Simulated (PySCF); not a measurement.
Vertical excitations of a molecule C₃H₈OSi₂ from TDDFT-B3LYP/def2-SVPD in PySCF 2.14.0, as energy in eV (oscillator strength): 5.29 (0.006), 5.89 (0.009), 5.91 (0.028), 6.38 (0.028), 6.47 (0.004), 6.60 (0.026), 6.72 (0.062), 6.85 (0.033), 6.96 (0.015), 7.04 (0.001). Lowest triplet (TDA): 4.17 eV. Geometry: B3LYP-D3(BJ)/def2-SVP. The values are those of a single conformer.

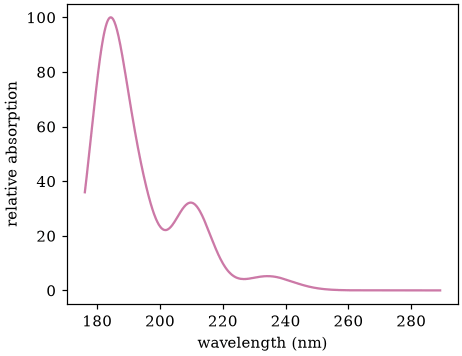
Figure: The lines broadened by 0.4 eV.

Task: Pick the molecule that these values belong to.
A) C#C[SiH2]OC[SiH3]
B) C[Si@@H]1CC(=O)[SiH2]1
C) O[Si@@H]1CC=C[SiH2]1
D) C[Si@H](O)C#C[SiH3]

Result: C, O[Si@@H]1CC=C[SiH2]1
